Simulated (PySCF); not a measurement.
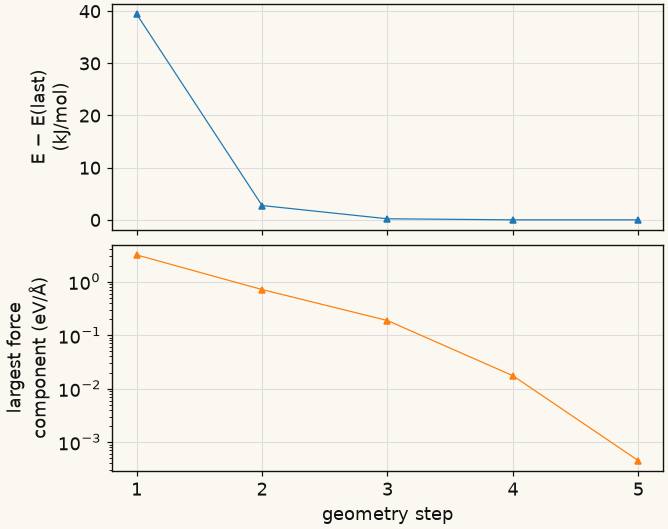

History of a geometry optimisation. The start has point group D∞h, which is kept. A held symmetry can leave a saddle point.

- system: Se2W molecule (charge +1), multiplicity 2
- method: UKS-based PBE0, W def2-SVP with ECP60, Se def2-SVP; non-relativistic Hamiltonian with scalar-relativistic core potentials; density fitting (PySCF)

### How did the optimisation end?

The optimisation met its thresholds at geometry 5, counting the start as the first. The energy fell by about 39 kJ/mol from the first step to the last. The largest force component goes from about 3.2 eV/Å at the start to 5 × 10⁻⁴ eV/Å at the end.
